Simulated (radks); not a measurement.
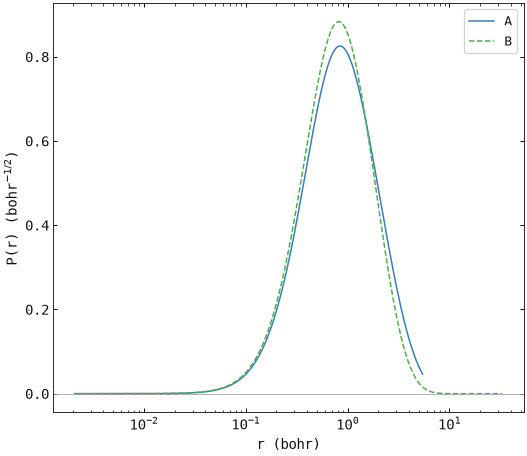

The chromium ion Cr⁺ was computed in two configurations: [Ar] 3d4 5d1 (high spin); [Ar] 3d5 (high spin). Computed with the in-house radial solver radks: scalar-relativistic Kohn-Sham, PBE, spin-polarised, spherical densities, finite nucleus.

The plot shows P(r) = r R(r) of the 3d up orbital in both runs (large components where relativistic).

### Which curve belongs to which run?

A is [Ar] 3d5 (high spin) (⟨r⟩ = 1.38 bohr, eigenvalue −10.9 eV); B is [Ar] 3d4 5d1 (high spin) (⟨r⟩ = 1.22 bohr, eigenvalue −21.0 eV). The orbital is smaller where the other electrons screen the nucleus less.
